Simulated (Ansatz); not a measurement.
CH4AlLi: several calculations on one system

**1. Relaxation**

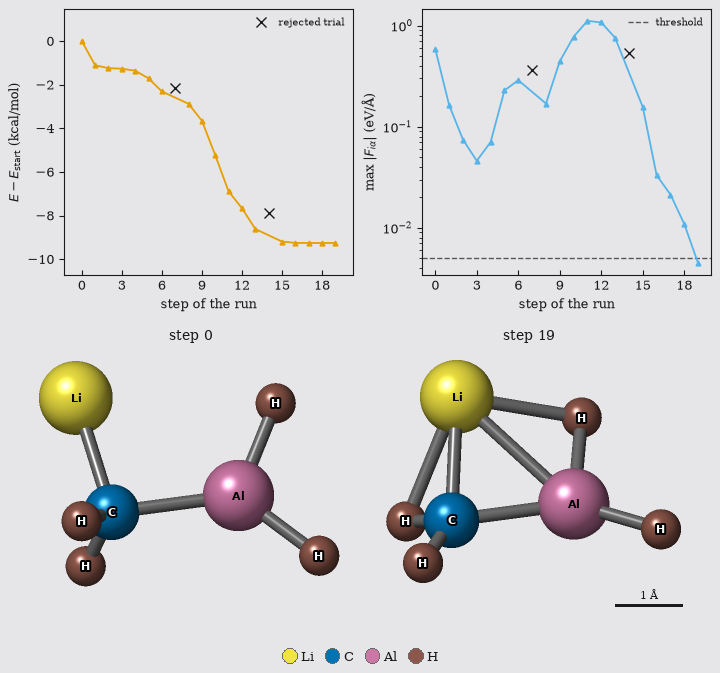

First and last geometry of a relaxation of CH4AlLi, with the history of the run. The picture is a ball-and-stick view, seen at a tilt.

These are results of Ansatz, RKS PBE0-D4/def2-TZVP, not measurements.

Input file:
```yaml
crystal:
  periodic: [false, false, false]
  atoms:
    - {symbol: Li, position_ang: [-2.049490, 0.491820, -0.005720]}
    - {symbol: C, position_ang: [-0.451980, -0.349120, -0.722190]}
    - {symbol: Al, position_ang: [0.795240, 0.201710, 0.625490]}
    - {symbol: H, position_ang: [-0.607870, -1.433440, -0.818730]}
    - {symbol: H, position_ang: [-0.263040, 0.036080, -1.734560]}
    - {symbol: H, position_ang: [0.247230, 1.087710, 1.827670]}
    - {symbol: H, position_ang: [2.329920, -0.034760, 0.828050]}
basis:
  gaussian: {orbitals: def2-TZVP}
hamiltonian: {xc: pbe0, dispersion: d4}
relax: {f_tol: 0.005, max_steps: 200}
```

Did the run converge, and what did it change?

Answer. It converged. After 17 accepted moves (19 points after the start) the energy has fallen by 9.26 kcal/mol. Largest force component: 0.59 eV/Å at the start, 0.0045 eV/Å at the end. The line search rejected the trial steps at points 7, 14 of the run. H5 moves most after the best rigid fit: 0.73 Å. By element the largest moves are H 0.73 Å, Li 0.65 Å, C 0.19 Å, Al 0.13 Å. Near-neighbour distances that change, for instance: Li1–H6 2.999 → 1.946 Å, Li1–H5 2.527 → 2.015 Å, Li1–Al3 2.928 → 2.450 Å, Al3–H6 1.591 → 1.666 Å. New bonds form: Li1–H6 (3.00 → 1.95 Å). Among the angles between lasting bonds that change: Li1–C2–H4 110.0° → 146.5°, Li1–C2–H5 109.2° → 74.3°, Li1–C2–Al3 98.7° → 78.5°. The run took about 70 core-seconds on a shared host.

**2. Scan**

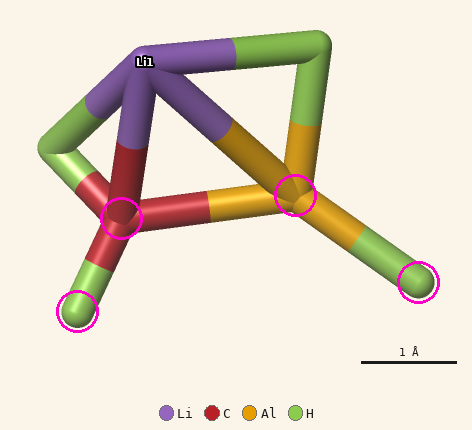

CH₄AlLi: the Al3–H7 distance and the C2–H4 distance are varied on a grid, with the rest of the molecule carried along rigidly. The picture shows the minimum geometry. The ringed atoms are those of the scanned coordinate. The picture is a stick view, seen at a tilt.

Computed with Ansatz: r2SCAN-D4, basis def2-TZVPP, on geometries moved rigidly from the minimum at PBE0-D4/def2-TZVP. Energies are counted from the PBE0-D4/def2-TZVP minimum geometry at the same level.

Input file:
```yaml
crystal:
  periodic: [false, false, false]
  atoms:
    - {symbol: Li, position_ang: [-1.569311, 0.569690, 0.422075]}
    - {symbol: C, position_ang: [-0.339819, -0.518179, -0.739427]}
    - {symbol: Al, position_ang: [0.847864, 0.177214, 0.505089]}
    - {symbol: H, position_ang: [-0.167838, -1.470263, -1.235878]}
    - {symbol: H, position_ang: [-0.908716, 0.130024, -1.430080]}
    - {symbol: H, position_ang: [-0.007141, 1.423550, 1.207099]}
    - {symbol: H, position_ang: [2.144971, -0.312036, 1.271132]}
basis:
  gaussian: {orbitals: def2-TZVPP}
hamiltonian: {xc: r2scan, dispersion: d4}
```

Q: Predict the energy profile on a grid with rows 1.362, 1.430, 1.529, 1.645, 1.774, 1.912, 2.059 and columns 0.892, 0.958, 1.056, 1.170, 1.296, 1.432, 1.577 (Al3–H7 distance (Å); C2–H4 distance (Å)).

A: Rows: Al3–H7 distance (Å); columns: C2–H4 distance (Å); values in eV.

```csv
,0.892,0.958,1.056,1.170,1.296,1.432,1.577
1.362,1.410,0.810,0.459,0.539,0.944,1.541,2.226
1.430,1.159,0.559,0.208,0.289,0.695,1.292,1.978
1.529,0.988,0.388,0.038,0.119,0.525,1.124,1.810
1.645,0.991,0.391,0.041,0.123,0.530,1.129,1.817
1.774,1.156,0.556,0.207,0.289,0.697,1.297,1.986
1.912,1.440,0.841,0.492,0.575,0.983,1.584,2.275
2.059,1.805,1.206,0.857,0.941,1.350,1.952,2.644
```

In pairs of (Al3–H7 distance (Å); C2–H4 distance (Å)): the lowest computed point lies at (1.529, 1.056) (0.038 eV), the highest at (2.059, 1.577) (2.644 eV).  Over the ranges scanned the energy rises more along the second axis, the C2–H4 distance.

**3. Energy map**

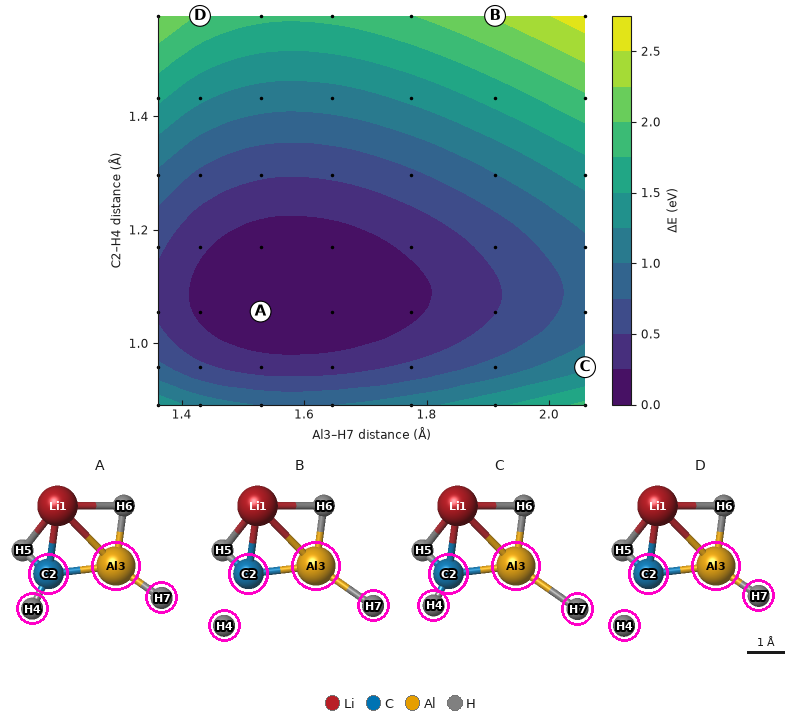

A scan of CH₄AlLi: the Al3–H7 distance and the C2–H4 distance are varied on a grid, with the rest of the molecule carried along rigidly. The map is interpolated between the computed points (dots). The lettered frames are marked on it. Style: ball-and-stick. Shown face on. The ringed atoms are those of the scanned coordinates.

Computed with Ansatz: r2SCAN-D4, basis def2-TZVPP, on geometries moved rigidly from the minimum at PBE0-D4/def2-TZVP. Energies are counted from the PBE0-D4/def2-TZVP minimum geometry at the same level.

What does the map show?

In pairs of (Al3–H7 distance (Å); C2–H4 distance (Å)): the lowest computed point lies at (1.529, 1.056) (0.038 eV), the highest at (2.059, 1.577) (2.644 eV).  Over the ranges scanned the energy rises more along the second axis, the C2–H4 distance. The frames lie at A (1.529, 1.056): 0.038 eV, B (1.912, 1.577): 2.275 eV, C (2.059, 0.958): 1.206 eV, D (1.430, 1.577): 1.978 eV.

The computed points:

Rows: Al3–H7 distance (Å); columns: C2–H4 distance (Å); values in eV.

```csv
,0.892,0.958,1.056,1.170,1.296,1.432,1.577
1.362,1.410,0.810,0.459,0.539,0.944,1.541,2.226
1.430,1.159,0.559,0.208,0.289,0.695,1.292,1.978
1.529,0.988,0.388,0.038,0.119,0.525,1.124,1.810
1.645,0.991,0.391,0.041,0.123,0.530,1.129,1.817
1.774,1.156,0.556,0.207,0.289,0.697,1.297,1.986
1.912,1.440,0.841,0.492,0.575,0.983,1.584,2.275
2.059,1.805,1.206,0.857,0.941,1.350,1.952,2.644
```
